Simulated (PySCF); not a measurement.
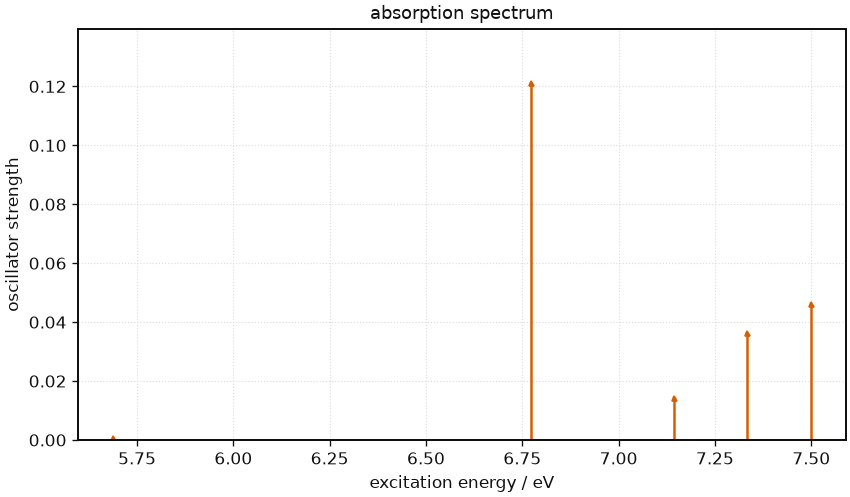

Computed absorption of C₂H₁₁NOSi₃, SMILES O=CN[SiH2]C([SiH3])[SiH3]. Vertical TDDFT excitations, PBE0/def2-SVPD (IEF-PCM acetonitrile), PySCF, at a PBE0-D3(BJ)/def2-SVP geometry (no frequency check). The lowest 6 singlet states are shown. States within 0.01 eV of each other are merged, with their strengths summed. The highest state may be half of a pair whose partner wasn't computed.

### Which of the computed transitions is the brightest, and what character does the calculation give it?

S2 at 6.77 eV (183 nm), f = 0.121, mainly HOMO−1 → LUMO (84 %).

### Where is the lowest singlet, and is it bright?

S1 lies at 5.69 eV (218 nm) with f = 0.001, mainly HOMO → LUMO (80 %); it is dark or nearly so.

### Does any vertical transition fall in the visible?

No singlet lies below 3.1 eV (beyond 400 nm), so at this level no vertical transition falls in the visible.

Caveats: one conformer of a flexible molecule; core orbitals are frozen in the response.
